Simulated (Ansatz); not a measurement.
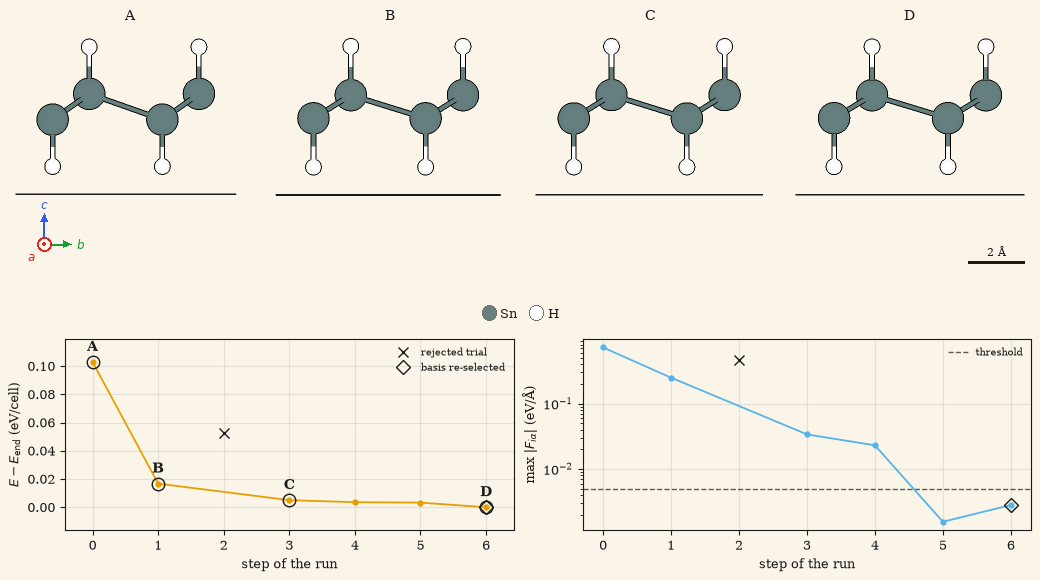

Frames of a relaxation of a slab of composition SnH, marked on the history of the run. The picture is a ball-and-stick view of the 2 × 2 repeat of the cell, outlined in the plane, without the vacuum, seen along the a axis.

Computed with DFT, PBE, plane waves, PAW (Ansatz 0.2.0).

Input
```yaml
crystal:
  lattice:
    - [4.53974, 0.0, 0.0]
    - [-2.26987, 3.9315301666, 0.0]
    - [0.0, 0.0, 20.0]
  atoms:
    - { symbol: Sn, position: [0.3333333333, 0.6666666667, 0.5231666667] }
    - { symbol: Sn, position: [0.6666666667, 0.3333333333, 0.4768333333] }
    - { symbol: H, position: [0.3333333333, 0.6666666667, 0.6070866667] }
    - { symbol: H, position: [0.6666666667, 0.3333333333, 0.3929133333] }
  periodic: [true, true, false]
kpoints:
  mp_grid: { grid: [6, 6, 1] }
hamiltonian:
  xc: pbe
scf:
  occupations: { method: fermi_dirac, width: 0.02 }
relax:
  f_tol: 0.005
  cell: {}
output:
  write_density: true
  write_potential: true
  elf: true
  volumetric_format: npy
```

Launched with:
```bash
ansatz run input.yaml --threads 4 --pin off --max-ram 5529MiB --backend cpu --events-out ev --progress --plain --runs-dir out
```

**Describe the path.**

The largest moves relative to the cell and the layer's centre, 0.052 Å, are those of Sn1 and Sn2. Sn1 goes along the normal (−c). Largest moves by element: Sn 0.052 Å, H 0.007 Å. In the plane the drawn cell goes a 9.079 → 9.427 Å (+3.8 %), b 9.079 → 9.427 Å (+3.8 %). Near-neighbour distances that change, for instance: Sn1–Sn2 2.780 → 2.843 Å, Sn1–H3 1.678 → 1.737 Å. Among the angles between lasting bonds that change: Sn1–Sn2–H4 109.5° → 106.8°, Sn1–Sn2–Sn1 109.5° → 112.0°. The energy falls by 0.103 eV per cell of the calculation in 4 accepted moves (6 points after the start). Largest force component: 0.72 eV/Å at the start, 0.0028 eV/Å at the end. The line search rejected the trial step at point 2 of the run. The SCF was repeated once at an unchanged geometry on a basis and grid sized afresh for the cell, which shifted the energy by 3.3 meV per cell of the calculation at most. The program noted that it reset the height of the cell. From step 0 to 1: Sn atoms move most (0.05 Å), energy −86.2 meV per cell of the calculation. From step 1 to 3: energy −11.7 meV per cell of the calculation. From step 3 to 6: energy −5.0 meV per cell of the calculation.

| step | E − E(0), meV/atom | largest force component, eV/Å | note |
| --- | --- | --- | --- |
| 0 | 0.00 | 0.7228 |  |
| 1 | -21.55 | 0.2497 |  |
| 2 | -12.55 | 0.4646 | rejected |
| 3 | -24.48 | 0.0339 |  |
| 4 | -24.84 | 0.0231 |  |
| 5 | -24.91 | 0.0016 |  |
| 6 | -25.73 | 0.0028 | same geometry, new basis |
